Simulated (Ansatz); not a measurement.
Where the default PAW files enter, the runs use the earlier of Ansatz's two default sets.

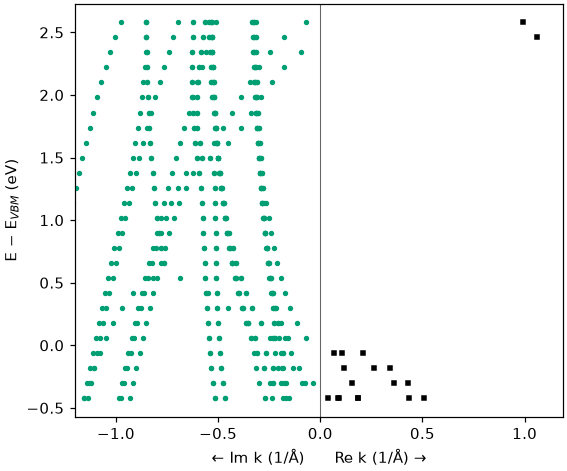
Figure: Complex bands at the centre of the two-dimensional zone; r2SCAN (Ansatz, a program for electronic structure)

The gap is the functional's own. No spin-orbit coupling. Mid-gap values are interpolated on the energy grid.

Question: This is SiC (P6_3mc, 12 atoms a cell, 10.3 Å³ an atom) along the normal of (100). Read off the slowest decay at the centre of the two-dimensional zone at 1.14 eV, the computed energy nearest the middle of the gap.

Answer: κ ≈ 0.27 1/Å, a decay length 1/(2κ) of the density of 1.9 Å.
